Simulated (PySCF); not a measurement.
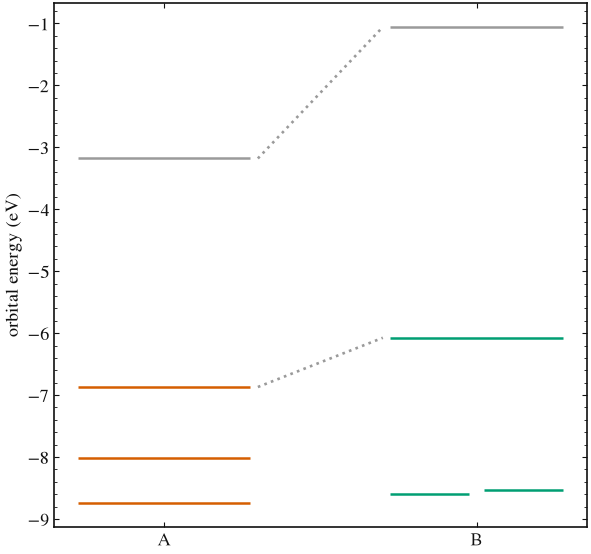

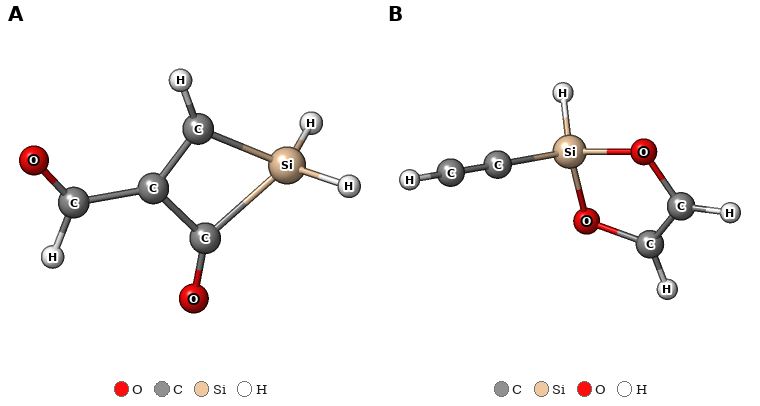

Related molecules: A is C₄H₄O₂Si, SMILES O=CC1=C[SiH2]C1=O; B is C₄H₄O₂Si, SMILES C#C[SiH]1OC=CO1. Frontier orbital energies, B3LYP/def2-SVPD in PySCF, at a GFN2-xTB geometry (no frequency check); drawn are at most three filled levels and, in grey, the LUMO with any level within 0.03 eV of it; dotted lines join the HOMOs and the LUMOs.

What does the change do to the frontier levels?

Answer. From A to B the HOMO rises by 0.80 eV and the LUMO rises by 2.12 eV, so the separation goes from 3.69 to 5.02 eV.

Caveats, for all or some of the runs: one conformer of a flexible molecule; the tight-binding geometry is rougher than a DFT one and adds to the error.
